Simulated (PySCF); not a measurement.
SiF₂ (charge +1): frequency calculation

- system: SiF₂, charge +1, multiplicity 2
- method: UKS-based PBE0, Si def2-TZVP, F def2-TZVP; non-relativistic Hamiltonian; density fitting (PySCF 2.14.0)

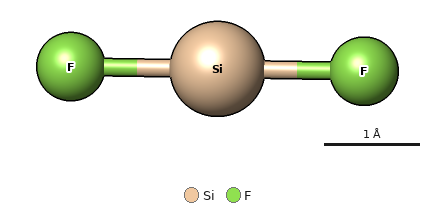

*The input geometry (ball-and-stick view, seen at a tilt).*

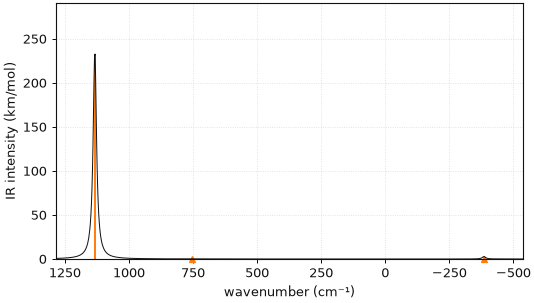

*Harmonic infrared spectrum, unscaled: sticks (degenerate modes added up, dark ones marked on the axis) with a Lorentzian envelope of 16 cm⁻¹ full width, scaled to the tallest stick; imaginary modes are drawn at negative wavenumbers.*

4 modes from 385i to 1133 cm⁻¹, 2 imaginary beyond 8i (385i, 385i cm⁻¹): not a minimum. The strongest line is at 1133 cm⁻¹ (233 km/mol). All modes, in cm⁻¹ (km/mol): 385i (1.4), 385i (1.4), 756 (0.0), 1133 (233).

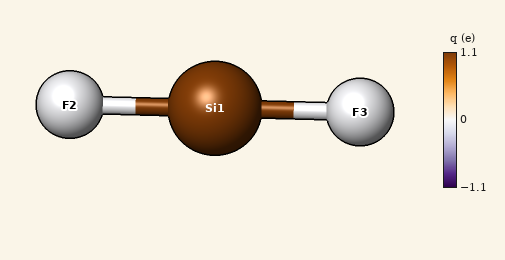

*Mulliken charges, as the colour of each atom (ball-and-stick view, seen at a tilt; atoms are numbered from 1 in the order of the input).*

By element: Si +1.08 and F −0.04 e.

These pictures come from the run below.

**Input file**
```python
from pyscf import gto, scf, dft
mol = gto.M(atom='''
Si     0.000000    -0.000000     0.000000
F      0.000000     0.000000     1.547002
F      0.000000    -0.000000    -1.547002''',
    basis={'Si': 'def2-TZVP', 'F': 'def2-TZVP'},
    charge=1, spin=1)
mf = dft.UKS(mol, xc='PBE0')
mf.grids.atom_grid = (75, 302)
aux = {'Si': 'def2-universal-JKFIT', 'F': 'def2-universal-JKFIT'}
mf = mf.density_fit(auxbasis=aux)
mf.conv_tol = 1e-09
mf.diis_space = 10
mf.max_cycle = 60
mf.verbose = 4
mf.kernel()
```

The script is an equivalent of the set-up of the self-consistent field. The run itself was carried out by a driver, which started from the orbitals of the step before it where there was one and computed the further properties.

Launched with:
```bash
OMP_NUM_THREADS=4 python axn.py task.json out
```

**The program's output**
```
init E= -488.639732821499
  alpha nocc = 16  HOMO = -0.573549506559104  LUMO = -0.313501169497594
  beta  nocc = 15  HOMO = -0.767017941740543  LUMO = -0.436763409257701
  HOMO = -0.573549506559  LUMO = -0.436763409258  gap/eV = 3.72214
cycle= 1 E= -488.6397328215  delta_E= -1.02e-12  |g|= 4.54e-07  |ddm|= 1.19e-06
  alpha nocc = 16  HOMO = -0.573549457983376  LUMO = -0.313501084113922
  beta  nocc = 15  HOMO = -0.76701803617886  LUMO = -0.436763349079683
  HOMO = -0.573549457983  LUMO = -0.43676334908  gap/eV = 3.72214
Extra cycle  E= -488.639732821499  delta_E= 3.41e-13  |g|= 5.39e-07  |ddm|= 7.29e-07
converged SCF energy = -488.639732821499  <S^2> = 0.75507817  2S+1 = 2.0050717
```

**Results in brief**

- outcome: converged
- total energy: −488.639733 hartree
- ⟨S²⟩: 0.755
- zero-point energy: 0.004304 hartree
- wavenumbers, lowest and highest: 385i and 1133 cm⁻¹
- hardware: 4 threads of Arm Neoverse V2, 24 GiB of memory available, shared host
- wall time: 10 s (CPU time 32 s)
- peak memory: 0.88 GiB
